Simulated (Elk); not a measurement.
# Collinear magnetic orders of MnS (Alabandite) with Elk, part 2 of 2

Aim: find out whether MnS (Alabandite) carries moments, and which collinear order costs least.

Elk 11.2.3 (patched build); PBE with U = 4.00 eV on Mn d; all-electron APW+lo, Dirac cores, scalar-relativistic bands.

So far, largest spin moment in the muffin-tin sphere (μB): step 2 (start 1: ferro +) 4.62.

### Step 3. Order 2, typed as antiferro q=(0,1/2,1/2) +-

Reversing part of the moments tests the sign of the couplings between them.

This order needs a doubled cell of 4 atoms. Its mesh is chosen so that both cells sample the same points.

elk.in reads:

```
tasks
  0

xctype
  20

rgkmax
  7.0

nempty
  12

swidth
  0.001837

reducebf
  0.6

epsengy
  1e-05

maxscl
  100

lmaxi
  3

lmaxo
  10

lmaxapw
  10

spinpol
  .true.

sppath
  './'

avec
  0.00000000000 4.93558669230 4.93558669230
  9.87117338460 0.00000000000 9.87117338460
  9.87117338460 4.93558669230 4.93558669230

atoms
  2
  'Mn.in'
  2
  0.0000000000 0.0000000000 0.0000000000   0.000000 0.000000 -0.450000
  0.0000000000 0.5000000000 0.0000000000   0.000000 0.000000 0.450000
  'S.in'
  2
  0.5000000000 0.0000000000 0.5000000000   0.000000 0.000000 0.000000
  0.5000000000 0.5000000000 0.5000000000   0.000000 0.000000 0.000000

ngridk
  8 4 8

dft+u
  1 1
  1 2 0.146997 0.000000
```

Started as:

```sh
$ OMP_NUM_THREADS=4 elk
```

Numbers of over 12 decimals in the logs are rounded to 6 here.

Log:

```text
┌─────────────────────────┐
│ Elk code version 11.2.3 │
└─────────────────────────┘

All units are atomic (Hartree, Bohr, etc.)

┌─────────────────────────────────────────────────┐
│ Ground-state run starting from atomic densities │
└─────────────────────────────────────────────────┘

Lattice vectors :
   0.000000000       4.935586692       4.935586692
   9.871173385       0.000000000       9.871173385
   9.871173385       4.935586692       4.935586692

Species : 1 (Mn)
 parameters loaded from : Mn.in
 name : manganese
 nuclear charge    :   -25.00000000
 electronic charge :    25.00000000
 atomic mass :    100145.9370
 muffin-tin radius :    2.400000000
 number of radial points in muffin-tin :    993
 inner part over the whole radius :   0.9953723401E-02
 number on inner part of muffin-tin    :    700
 approximate nuclear radius :   0.7074591925E-04
 number of mesh points to nuclear radius :    330
 atomic positions (lattice), magnetic fields (Cartesian) :
  1 :   0.00000000  0.00000000  0.00000000    0.00000000  0.00000000 -0.45000000
  2 :   0.00000000  0.50000000  0.00000000    0.00000000  0.00000000  0.45000000

Species : 2 (S)
 parameters loaded from : S.in
 name : sulphur
 nuclear charge    :   -16.00000000
 electronic charge :    16.00000000
 atomic mass :    58450.91931
 muffin-tin radius :    2.200000000
 number of radial points in muffin-tin :    793
 inner part over the whole radius :   0.9890556315E-02
 number on inner part of muffin-tin    :    554
 approximate nuclear radius :   0.6195814986E-04
 number of mesh points to nuclear radius :    251
 atomic positions (lattice), magnetic fields (Cartesian) :
  1 :   0.50000000  0.00000000  0.50000000    0.00000000  0.00000000  0.00000000
  2 :   0.50000000  0.50000000  0.50000000    0.00000000  0.00000000  0.00000000

Total number of atoms per unit cell :    4
Total muffin-tin volume :    205.0161478
 ratio of muffin-tin to unit cell volume :   0.4262964577

Spin treatment :
 spin-polarised
 global magnetic field (Cartesian) :    0.000000000       0.000000000       0.000000000
 collinear magnetisation in z-direction

Number of Bravais lattice symmetries :   16
Number of crystal symmetries         :   32
Crystal has inversion symmetry
Real symmetric eigensolver will be used

k-point grid :      8     4     8
k-point offset :    0.000000000       0.000000000       0.000000000
k-point set is reduced with full crystal symmetry group
Total number of k-points :       39

Muffin-tin radius times maximum |G+k| :    7.000000000
 using average radius
Maximum |G+k| for APW functions       :    3.043478261
Maximum (1/2)|G+k|²                   :    4.631379962
Maximum |G| for potential and density :    12.00000000
Constant for pseudocharge density :    7
 order of it for each species :   14  14
 order of it for pair densities of each species (exact exchange by exxq0 0: 18) :   11   8
Radial integration step length :    1

G-vector grid sizes :     27    54    48
Number of G-vectors :    14021

Maximum angular momentum used for
 APW functions            :   10
 outer part of muffin-tin :   10
 inner part of muffin-tin :    3

Number of empty states         :     48
Total number of valence states :    140
Total number of core states    :     40

Third-order local-orbitals added for an l without core states : T
Total number of local-orbitals :     56

Exchange-correlation functional :     20     0     0
 Perdew-Burke-Ernzerhof, Phys. Rev. Lett. 77, 3865 (1996)
 gradient requirement :    1
 generalised gradient approximation (GGA)

DFT+U calculation
 fully localised limit (FLL)
 see Phys. Rev. B 52, R5467 (1995)
 species : 1 (Mn), l = 2, U =   0.14699700, J =   0.00000000

Smearing type :    3
 Fermi-Dirac
Smearing width :   0.1837000000E-02
Effective electronic temperature (K) :    580.0787206

Mixing type :    3
 Broyden mixing, J. Phys. A: Math. Gen. 17, L317 (1984)

Kohn-Sham potential initialised from atomic data

┌──────────────────────────────┐
│ Self-consistent loop started │
└──────────────────────────────┘

┌─────────────────┐
│ Loop number : 1 │
└─────────────────┘

Energies :
 Fermi                       :     0.107783
 sum of occupied eigenvalues :     -1806.1734865872
 electron kinetic            :      3148.8864235291
 core electron kinetic       :      2883.7493334410
 Coulomb                     :     -6109.2975887188
 Coulomb potential           :     -4740.9715291529
 nuclear-nuclear             :     -497.51428709191
 electron-nuclear            :     -6496.1873932787
 Hartree                     :      884.40409165180
 Madelung                    :     -3738.8118241424
 xc potential                :     -213.73507550537
 xc effective B-field        :    -0.516790
 external B-field            :      0.000000
 exchange                    :     -152.60007443936
 correlation                 :     -3.499994
 DFT+U                       :     0.581414
 electron entropic           :    -0.13658405624118E-02
 total energy                :     -3115.9311848711
 (external B-field energy excluded from total)

Density of states at Fermi energy :    121.8608278
 (states/Hartree/unit cell)

Estimated indirect band gap :   0.8060884978E-03
 from k-point 34 to k-point 5
Estimated direct band gap   :   0.1154773728E-02
 at k-point 34

Charges :
 core                        :    40.00000000
 valence                     :    42.00000000
 interstitial                :    5.880415247
 muffin-tins (core leakage)
  species : 1 (Mn)
   atom 1                    :    23.57139077     ( -0.2246775459E-06)
   atom 2                    :    23.57139077     ( -0.2246775459E-06)
  species : 2 (S)
   atom 1                    :    14.48840161     (  0.6949615185E-04)
   atom 2                    :    14.48840161     (  0.6949615185E-04)
 total in muffin-tins        :    76.11958475
 total calculated charge     :    81.99986700
 total charge                :    82.00000000
 error                       :   0.1329979411E-03

Moments :
 interstitial                :   0.2154054826E-17
 muffin-tins
  species : 1 (Mn)
   atom 1                    :    3.707498846
   atom 2                    :   -3.707498846
  species : 2 (S)
   atom 1                    :  -0.4050996200E-01
   atom 2                    :   0.4050996200E-01
 total in muffin-tins        :  -0.3101685575E-14
 total moment                :  -0.3099531520E-14

[... earlier loops left out ...]

┌──────────────────┐
│ Loop number : 21 │
└──────────────────┘

Energies :
 Fermi                       :     0.241045
 sum of occupied eigenvalues :     -1795.8981956030
 electron kinetic            :      3147.8860721683
 core electron kinetic       :      2883.3630630280
 Coulomb                     :     -6108.0620655492
 Coulomb potential           :     -4741.3859101315
 nuclear-nuclear             :     -497.51428709191
 electron-nuclear            :     -6493.2175370806
 Hartree                     :      882.66975862325
 Madelung                    :     -3737.3691104835
 xc potential                :     -201.60012196213
 xc effective B-field        :    -0.798235
 external B-field            :      0.000000
 exchange                    :     -152.69105985378
 correlation                 :     -3.480257
 DFT+U                       :     0.658236
 electron entropic           :    -0.37972215856368E-07
 total energy                :     -3115.6890748813
 (external B-field energy excluded from total)

Density of states at Fermi energy :   0.9856898855E-03
 (states/Hartree/unit cell)

Estimated indirect band gap :   0.3628878702E-01
 from k-point 5 to k-point 38
Estimated direct band gap   :   0.9596912979E-01
 at k-point 1

Charges :
 core                        :    40.00000000
 valence                     :    42.00000000
 interstitial                :    5.884888474
 muffin-tins (core leakage)
  species : 1 (Mn)
   atom 1                    :    23.43983635     ( -0.2246772084E-06)
   atom 2                    :    23.43983635     ( -0.2246772084E-06)
  species : 2 (S)
   atom 1                    :    14.61771942     (  0.7080436691E-04)
   atom 2                    :    14.61771942     (  0.7080436691E-04)
 total in muffin-tins        :    76.11511153
 total calculated charge     :    81.99986504
 total charge                :    82.00000000
 error                       :   0.1349606659E-03

Moments :
 interstitial                :  -0.3271364401E-16
 muffin-tins
  species : 1 (Mn)
   atom 1                    :    4.590322822
   atom 2                    :   -4.590322822
  species : 2 (S)
   atom 1                    :  -0.3204275200E-01
   atom 2                    :   0.3204275200E-01
 total in muffin-tins        :  -0.1776356839E-14
 total moment                :  -0.1809070483E-14

┌──────────────────────────────┐
│ Self-consistent loop stopped │
└──────────────────────────────┘

Wrote STATE.OUT
```

Elapsed: 8.8 min, on 4 threads of Arm Neoverse V1, shared host; peak memory 0.57 GiB.

Spin moment in the muffin-tin sphere by atom:

```csv
atom,spin moment in the muffin-tin sphere (μB)
Mn1,4.59
Mn2,-4.59
S3,-0.03
S4,0.03
```

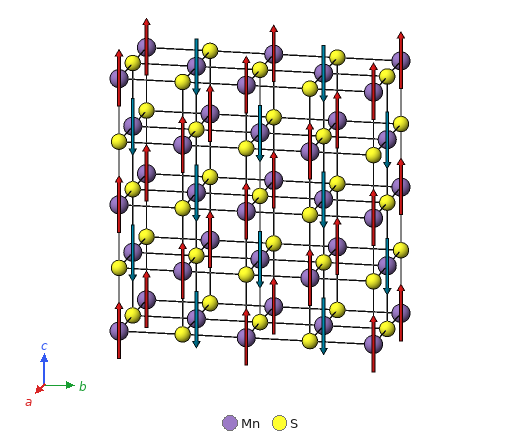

Spin moment in the muffin-tin sphere as arrows, the longest 4.59 μB. Up and down stand for the sign. Arrows give size and sign along the axis of quantisation, drawn up and down the page. The two directions have two colours. 1×2×2 conventional cells are drawn. Some periodic images of atoms are drawn too.

This step gave:

```
density of states at the Fermi level : 3.62e-5 states/eV/cell
moment between the spheres           : 0 μB
magnetization                        : 0 μB
final state                          : antiferromagnetic
```

It lies 20.5 meV a seeded atom under the first start, and its largest moment is 4.59 μB against 4.62 μB.

### Step 4. Start 3: antiferro q=(0,0,1/2) +-

Another pattern of signs weighs the neighbour shells otherwise.

This order needs a doubled cell of 4 atoms. Its mesh is chosen so that both cells sample the same points.

elk.in reads:

```
tasks
  0

xctype
  20

rgkmax
  7.0

nempty
  12

swidth
  0.001837

reducebf
  0.6

epsengy
  1e-05

maxscl
  100

lmaxi
  3

lmaxo
  10

lmaxapw
  10

spinpol
  .true.

sppath
  './'

avec
  0.00000000000 4.93558669230 4.93558669230
  4.93558669230 0.00000000000 4.93558669230
  9.87117338460 9.87117338460 0.00000000000

atoms
  2
  'Mn.in'
  2
  0.0000000000 0.0000000000 0.0000000000   0.000000 0.000000 -0.450000
  0.0000000000 0.0000000000 0.5000000000   0.000000 0.000000 0.450000
  'S.in'
  2
  0.5000000000 0.5000000000 0.2500000000   0.000000 0.000000 0.000000
  0.5000000000 0.5000000000 0.7500000000   0.000000 0.000000 0.000000

ngridk
  8 8 4

dft+u
  1 1
  1 2 0.146997 0.000000
```

Started as:

```sh
$ OMP_NUM_THREADS=4 elk
```

Log:

```text
┌─────────────────────────┐
│ Elk code version 11.2.3 │
└─────────────────────────┘

All units are atomic (Hartree, Bohr, etc.)

┌─────────────────────────────────────────────────┐
│ Ground-state run starting from atomic densities │
└─────────────────────────────────────────────────┘

Lattice vectors :
   0.000000000       4.935586692       4.935586692
   4.935586692       0.000000000       4.935586692
   9.871173385       9.871173385       0.000000000

Species : 1 (Mn)
 muffin-tin radius :    2.400000000
[...]
total calculated charge     :    81.99986558
 total charge                :    82.00000000
 error                       :   0.1344150240E-03

Moments :
 interstitial                :  -0.3707046402E-16
 muffin-tins
  species : 1 (Mn)
   atom 1                    :    4.528503490
   atom 2                    :   -4.528503490
  species : 2 (S)
   atom 1                    :   0.2322541075E-22
   atom 2                    :   0.2322541075E-22
 total in muffin-tins        :   0.2664535306E-14
 total moment                :   0.2627464842E-14

┌──────────────────────────────┐
│ Self-consistent loop stopped │
└──────────────────────────────┘

Wrote STATE.OUT

[key lines of the parts left out:]
total energy                :     -3115.6914016624
```

It took 8.3 min on 4 threads; peak memory 0.55 GiB; 31 min of CPU time.

Spin moment in the muffin-tin sphere by atom:

```csv
atom,spin moment in the muffin-tin sphere (μB)
Mn1,4.53
Mn2,-4.53
S3,0.00
S4,0.00
```

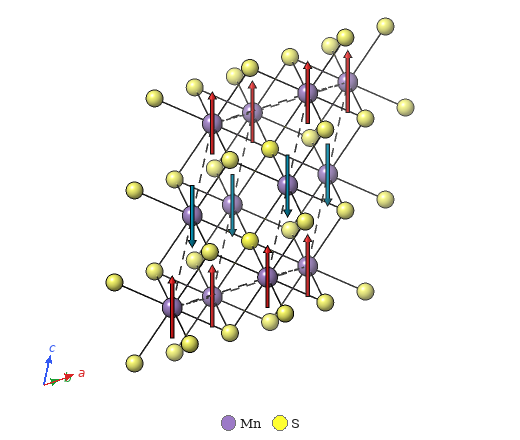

Spin moment in the muffin-tin sphere as arrows, the longest 4.53 μB. Up and down stand for the sign. Arrows give size and sign along the axis of quantisation, drawn up and down the page. The two directions have two colours. Some periodic images of atoms are drawn too.

Numbers from this step:

| Quantity | Value |
| --- | --- |
| density of states at the Fermi level | 2.00e-9 states/eV/cell |
| moment between the spheres | 0 μB |
| magnetization | 0 μB |
| final state | antiferromagnetic |

It lies 52.1 meV a seeded atom under the first start, and its largest moment is 4.53 μB against 4.62 μB.

### Step 5. Start 4: no spin polarisation

A run without seeds gives the energy of the state without moments.

elk.in reads:

```
tasks
  0

xctype
  20

rgkmax
  7.0

nempty
  12

swidth
  0.001837

epsengy
  1e-05

maxscl
  100

lmaxi
  3

lmaxo
  10

lmaxapw
  10

sppath
  './'

avec
  0.00000000000 4.93558669230 4.93558669230
  4.93558669230 0.00000000000 4.93558669230
  4.93558669230 4.93558669230 0.00000000000

atoms
  2
  'Mn.in'
  1
  0.0000000000 0.0000000000 0.0000000000   0.000000 0.000000 0.000000
  'S.in'
  1
  0.5000000000 0.5000000000 0.5000000000   0.000000 0.000000 0.000000

ngridk
  8 8 8

dft+u
  1 1
  1 2 0.146997 0.000000
```

Started as:

```sh
$ OMP_NUM_THREADS=4 elk
```

Log:

```text
┌─────────────────────────┐
│ Elk code version 11.2.3 │
└─────────────────────────┘

All units are atomic (Hartree, Bohr, etc.)

┌─────────────────────────────────────────────────┐
│ Ground-state run starting from atomic densities │
└─────────────────────────────────────────────────┘

Lattice vectors :
   0.000000000       4.935586692       4.935586692
   4.935586692       0.000000000       4.935586692
   4.935586692       4.935586692       0.000000000

Species : 1 (Mn)
 muffin-tin radius :    2.400000000
[...]
Charges :
 core                        :    20.00000000
 valence                     :    21.00000000
 interstitial                :    2.946406270
 muffin-tins (core leakage)
  species : 1 (Mn)
   atom 1                    :    23.55014288     ( -0.2246777093E-06)
  species : 2 (S)
   atom 1                    :    14.50345085     (  0.6942553254E-04)
 total in muffin-tins        :    38.05359373
 total calculated charge     :    40.99993228
 total charge                :    41.00000000
 error                       :   0.6772286161E-04

┌──────────────────────────────┐
│ Self-consistent loop stopped │
└──────────────────────────────┘

Wrote STATE.OUT

[key lines of the parts left out:]
total energy                :     -1557.6733215672
```

Run time: 26 s. Hardware: 4 threads; peak memory 0.26 GiB.

Numbers from this step:

* density of states at the Fermi level: 9.593 states/eV/cell
* final state: non-magnetic (no spin polarisation)

It lies 4639 meV a seeded atom over the first start.

### Step 6. The states side by side

These are free energies at a smearing of 0.05 eV, so its entropy term is in the differences. They are divided by the number of seeded atoms, so that cells of unlike size compare. Wavevectors q in the names are fractions of the reciprocal vectors of the first run's cell.

Orders:

```csv
start,final state,typed order kept,energy over the lowest (meV a seeded atom),largest sphere moment (μB),net moment (μB a primitive cell),DOS at the Fermi level (states/eV a primitive cell),mesh matched,CPU time (s)
ferro +,ferromagnetic,yes,52.13,4.615,5,8.54e-4,yes,327
"antiferro q=(0,1/2,1/2) +-",antiferromagnetic,yes,31.66,4.59,0,0,yes,2002
"antiferro q=(0,0,1/2) +-",antiferromagnetic,yes,0,4.529,0,0,yes,1858
no spin polarisation,non-magnetic,-,4691,0,0,9.593,yes,87.59
```

### Step 7. What came out

```yaml
lowest_state_found: antiferromagnetic (typed antiferro q=(0,0,1/2) +-)
largest_site_moment: 4.53 μB
next_state: antiferromagnetic, 31.7 meV a seeded atom higher
run_without_spin_seeds_over_the_lowest: 4691 meV a seeded atom
```

**Reading.** The lowest state found is antiferromagnetic, reached from the start antiferro q=(0,0,1/2) +-, with moments up to 4.53 μB. The next state costs 32 meV a seeded atom. Under a U a spinless open shell is left with part-filled orbitals, which the U penalises, so its energy is no clean measure of what the moments gain. This is the lowest of 4 finished starts, no proof of the ground state.

[Logs and program files are shortened in this print: banners, set-up blocks, solver, clock and traceback lines can be left out without a mark of their own.]

[Logs are printed without paths, hosts, clocks, repeated set-up lines and the standing remarks that a program may print on its own settings, such as how far it seeks lower states.]

[Hosts, paths, dates, database ids (printed as entryN), source tags and the programs' standing remarks are cut or masked in the printed files.]

[Where a cell is said to come from a database of computed structures, the database is the Materials Project.]
